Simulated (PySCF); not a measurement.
# LuOCl: other functionals and bases at one geometry

Aim: see how levels, charges and forces of LuOCl depend on the level of theory. The structure is generated, not taken from experiment.

The runs use PySCF 2.14.0; several levels, as the steps say, no spin–orbit coupling.

1 further run of the same task is left out (for a known fault of the program).

### Step 1. Where the work starts

3 atoms, charge 0, spin multiplicity 1.

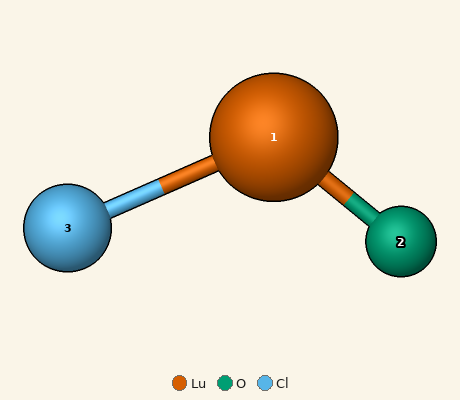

The structure; lutetium orange, oxygen teal, chlorine blue; atoms are numbered from 1 in the order of the file.

Geometry (Å):

```xyz
3
charge 0, multiplicity 1
Lu    0.21262    0.00000   -0.36056
O     1.71873    0.00000    0.61405
Cl   -1.91067    0.00000    0.87282
```

Formal oxidation states: Lu +3. Each metal's 14 4f electrons lie in its core potential, so multiplicities, spins and levels count the valence alone. An earlier session relaxed this geometry at PBE0, Lu lcecp-1-SVP with ECP60, O def2-SVP, Cl def2-SVP (singlet, point group Cs).

At PBE0 on the finer grid: E = -575.060337 Eh, HOMO -7.00 eV, LUMO -2.89 eV, Mulliken charge on Lu1 +0.77 e, largest force component 0.004 eV/Å. 

Levels to run: B3LYP; TPSSh; PBE0, TZVP. Hardware: 2 threads of Intel Xeon Platinum 8259CL at 2.50GHz (Skylake/Cascade Lake), shared host.

### Step 2. B3LYP

run.py (the lines that set the calculation) reads:

```python
mol = gto.M(atom='''
Lu     0.21262     0.00000    -0.36056
O      1.71873     0.00000     0.61405
Cl    -1.91067     0.00000     0.87282''',
    basis={'Lu': 'lcecp-1-SVP', 'O': 'def2-SVP', 'Cl': 'def2-SVP'},
    ecp={'Lu': 'lcecp-1-SVP'},
    charge=0, spin=0)
mf = dft.RKS(mol, xc='B3LYP')
mf.grids.atom_grid = (75, 302)  # f atoms: unpruned, at least (60, 302)
mf = mf.density_fit()  # fitting sets: Lu AutoAux, O def2-universal-JKFIT, Cl def2-universal-JKFIT
mf.conv_tol = 1e-08; mf.max_cycle = 55
mf.kernel(dm0)  # dm0: the density of the relaxed state
```

Command:

```bash
$ OMP_NUM_THREADS=2 python run.py
```

What it wrote:

```text
init E= -575.33099070665
  HOMO = -0.247294265959039  LUMO = -0.118193917997164  gap/eV = 3.51300
cycle= 1 E= -575.331693833759  delta_E= -0.000703  |g|= 0.0231  |ddm|= 0.103
  HOMO = -0.242189940348368  LUMO = -0.117998463640049  gap/eV = 3.37942
cycle= 2 E= -575.33107453587  delta_E= 0.000619  |g|= 0.0597  |ddm|= 0.0538
  HOMO = -0.247692484475104  LUMO = -0.117611852580062  gap/eV = 3.53967
cycle= 3 E= -575.33177397273  delta_E= -0.000699  |g|= 0.00943  |ddm|= 0.0485
  HOMO = -0.247270962829108  LUMO = -0.118087292656046  gap/eV = 3.51527
cycle= 4 E= -575.331796556102  delta_E= -2.26e-05  |g|= 0.000724  |ddm|= 0.00948
  HOMO = -0.247301768548131  LUMO = -0.118166670770464  gap/eV = 3.51394
cycle= 5 E= -575.331796696538  delta_E= -1.4e-07  |g|= 0.000323  |ddm|= 0.0015
  HOMO = -0.247298886289559  LUMO = -0.118155055027298  gap/eV = 3.51418
cycle= 6 E= -575.331796728913  delta_E= -3.24e-08  |g|= 8.16e-05  |ddm|= 0.000466
  HOMO = -0.247306364350801  LUMO = -0.118155923149683  gap/eV = 3.51436
cycle= 7 E= -575.331796730801  delta_E= -1.89e-09  |g|= 1.57e-05  |ddm|= 9.36e-05
  HOMO = -0.247311924798436  LUMO = -0.118155531126398  gap/eV = 3.51452
Extra cycle  E= -575.331796730481  delta_E= 3.2e-10  |g|= 4.53e-05  |ddm|= 5.24e-05
converged SCF energy = -575.331796730481
```

Run time: 2.8 s. Hardware: 2 threads of Intel Xeon Platinum 8259CL at 2.50GHz (Skylake/Cascade Lake), shared host.

It gives: E = -575.331797 Eh, HOMO -6.73 eV, LUMO -3.22 eV, Mulliken charge on Lu1 +0.72 e, largest force component 0.461 eV/Å. 

### Step 3. TPSSh

Changes to run.py (the lines that set the calculation) since step 2:

```diff
@@ -7,3 +7,3 @@
     charge=0, spin=0)
-mf = dft.RKS(mol, xc='B3LYP')
+mf = dft.RKS(mol, xc='TPSSH')
 mf.grids.atom_grid = (75, 302)  # f atoms: unpruned, at least (60, 302)
```

Command:

```bash
$ OMP_NUM_THREADS=2 python run.py
```

What it wrote:

```text
init E= -575.309261384234
  HOMO = -0.225117877412394  LUMO = -0.114032838732655  gap/eV = 3.02278
cycle= 1 E= -575.30959375401  delta_E= -0.000332  |g|= 0.014  |ddm|= 0.0683
  HOMO = -0.229240997260161  LUMO = -0.112141950235568  gap/eV = 3.18643
cycle= 2 E= -575.309164793799  delta_E= 0.000429  |g|= 0.0462  |ddm|= 0.0561
  HOMO = -0.225958674346733  LUMO = -0.112837938016416  gap/eV = 3.07817
cycle= 3 E= -575.309650023454  delta_E= -0.000485  |g|= 0.00381  |ddm|= 0.0358
  HOMO = -0.226315599724893  LUMO = -0.113268996555515  gap/eV = 3.07615
cycle= 4 E= -575.309654021636  delta_E= -4e-06  |g|= 0.00124  |ddm|= 0.00644
  HOMO = -0.226220988538476  LUMO = -0.11324689762322  gap/eV = 3.07418
cycle= 5 E= -575.309654501597  delta_E= -4.8e-07  |g|= 0.000203  |ddm|= 0.00182
  HOMO = -0.226217038490364  LUMO = -0.11324204898332  gap/eV = 3.07421
cycle= 6 E= -575.309654512528  delta_E= -1.09e-08  |g|= 7.47e-05  |ddm|= 0.000288
  HOMO = -0.226221013436934  LUMO = -0.113241574504386  gap/eV = 3.07433
cycle= 7 E= -575.309654513894  delta_E= -1.37e-09  |g|= 1.69e-05  |ddm|= 7.6e-05
  HOMO = -0.226227950757986  LUMO = -0.113242007094499  gap/eV = 3.07450
Extra cycle  E= -575.309654513377  delta_E= 5.17e-10  |g|= 5.22e-05  |ddm|= 5.14e-05
converged SCF energy = -575.309654513377
```

Wall time 4.2 s (2 threads of Intel Xeon Platinum 8259CL at 2.50GHz (Skylake/Cascade Lake), shared host).

Read off: E = -575.309655 Eh, HOMO -6.16 eV, LUMO -3.08 eV, Mulliken charge on Lu1 +0.78 e, largest force component 0.513 eV/Å. 

### Step 4. PBE0, TZVP

Basis: Lu lcecp-1-TZVP with ECP60, O def2-TZVP, Cl def2-TZVP. 

run.py (the lines that set the calculation) reads:

```python
mol = gto.M(atom='''
Lu     0.21262     0.00000    -0.36056
O      1.71873     0.00000     0.61405
Cl    -1.91067     0.00000     0.87282''',
    basis={'Lu': 'lcecp-1-TZVP', 'O': 'def2-TZVP', 'Cl': 'def2-TZVP'},
    ecp={'Lu': 'lcecp-1-TZVP'},
    charge=0, spin=0)
mf = dft.RKS(mol, xc='PBE0')
mf.grids.atom_grid = (75, 302)  # f atoms: unpruned, at least (60, 302)
mf = mf.density_fit()  # fitting sets: Lu AutoAux, O def2-universal-JKFIT, Cl def2-universal-JKFIT
mf.conv_tol = 1e-08; mf.max_cycle = 55
mf.kernel(dm0)  # dm0: free metal ions and neutral atoms
```

Command:

```bash
$ OMP_NUM_THREADS=2 python run.py
```

What it wrote:

```text
init E= -587.183936042186
  HOMO = -0.171027750226226  LUMO = -0.13857168690222  gap/eV = 0.88317
cycle= 1 E= -574.579622640036  delta_E= 12.6  |g|= 2.22  |ddm|=  2.2
  HOMO = -0.0733106723781055  LUMO = -0.054803894532207  gap/eV = 0.50360
cycle= 2 E= -566.72028307908  delta_E= 7.86  |g|= 4.92  |ddm|= 4.78
  HOMO = -0.384431832507216  LUMO = -0.114590799879366  gap/eV = 7.34275
cycle= 3 E= -574.564936286591  delta_E= -7.84  |g|= 1.95  |ddm|= 4.22
  HOMO = -0.231852931194884  LUMO = -0.128367621372405  gap/eV = 2.81598
cycle= 4 E= -575.251028447198  delta_E= -0.686  |g|= 0.582  |ddm|= 1.27
  HOMO = -0.226544981913093  LUMO = -0.0976946988955945  gap/eV = 3.50619
cycle= 5 E= -575.299380518952  delta_E= -0.0484  |g|= 0.172  |ddm|= 0.322
  HOMO = -0.248001907367412  LUMO = -0.106789677957934  gap/eV = 3.84258
cycle= 6 E= -575.304802150279  delta_E= -0.00542  |g|= 0.0983  |ddm|= 0.136
  HOMO = -0.258756358630306  LUMO = -0.105181486806856  gap/eV = 4.17899
cycle= 7 E= -575.306728973047  delta_E= -0.00193  |g|= 0.0225  |ddm|= 0.0741
  HOMO = -0.257432225291658  LUMO = -0.105717896456696  gap/eV = 4.12836
cycle= 8 E= -575.306847432227  delta_E= -0.000118  |g|= 0.00459  |ddm|= 0.0156
  HOMO = -0.256597410333955  LUMO = -0.105527697535877  gap/eV = 4.11082
cycle= 9 E= -575.306851969168  delta_E= -4.54e-06  |g|= 0.000886  |ddm|= 0.00369
  HOMO = -0.256627058199751  LUMO = -0.105477922347632  gap/eV = 4.11298
cycle= 10 E= -575.306852151875  delta_E= -1.83e-07  |g|= 0.000233  |ddm|= 0.000849
  HOMO = -0.25660819210438  LUMO = -0.105471490119669  gap/eV = 4.11264
cycle= 11 E= -575.306852169885  delta_E= -1.8e-08  |g|= 4.41e-05  |ddm|= 0.000306
  HOMO = -0.256606273840471  LUMO = -0.105473993145978  gap/eV = 4.11252
cycle= 12 E= -575.30685217089  delta_E= -1.01e-09  |g|= 1.47e-05  |ddm|= 8.56e-05
  HOMO = -0.256606945224361  LUMO = -0.105471848099896  gap/eV = 4.11260
Extra cycle  E= -575.306852170872  delta_E= 1.86e-11  |g|= 2.39e-05  |ddm|= 3.7e-05
converged SCF energy = -575.306852170872
```

Run time: 9 s. Hardware: 2 threads of Intel Xeon Platinum 8259CL at 2.50GHz (Skylake/Cascade Lake), shared host.

Result: E = -575.306852 Eh, HOMO -6.98 eV, LUMO -2.87 eV, Mulliken charge on Lu1 +1.21 e, largest force component 0.096 eV/Å. 

### Step 5. All levels side by side

| level | state | HOMO (eV) | gap (eV) | charge on Lu1 (e) | dipole (D) | largest force (eV/Å) | basis functions | time |
| --- | --- | --- | --- | --- | --- | --- | --- | --- |
| PBE0 (relaxed here) | singlet | -7.00 | 4.11 | 0.77 | 7.37 | 0.00 | 65 | 5.9 s |
| B3LYP | singlet | -6.73 | 3.51 | 0.72 | 7.20 | 0.46 | 65 | 2.8 s |
| TPSSh | singlet | -6.16 | 3.07 | 0.78 | 7.23 | 0.51 | 65 | 4.2 s |
| PBE0, TZVP | singlet | -6.98 | 4.11 | 1.21 | 7.58 | 0.10 | 115 | 9 s |

Times are on 2 threads of Intel Xeon Platinum 8259CL at 2.50GHz (Skylake/Cascade Lake), shared host; the first row also made further properties.

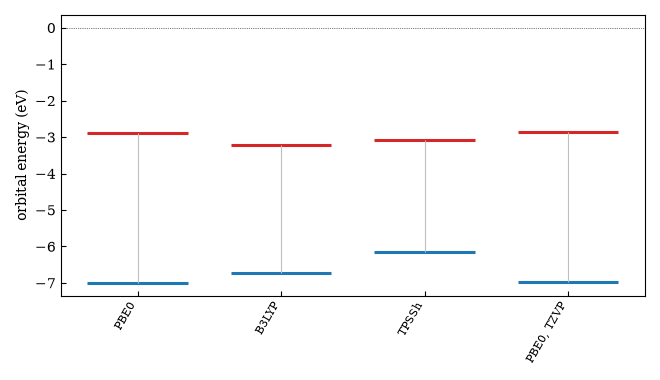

Highest filled and lowest empty level, method by method.

In one basis the HOMO–LUMO gap runs from 3.07 eV (TPSSh) to 4.11 eV (PBE0). The largest leftover force, 0.51 eV/Å with TPSSh, stands at a geometry relaxed at another level. The Mulliken charge on Lu spans +0.72 to +1.21 e over the levels. With 4f in the core, its levels are missing from HOMO and gap. Total energies of different levels can't be compared. Spin–orbit coupling is left out throughout.
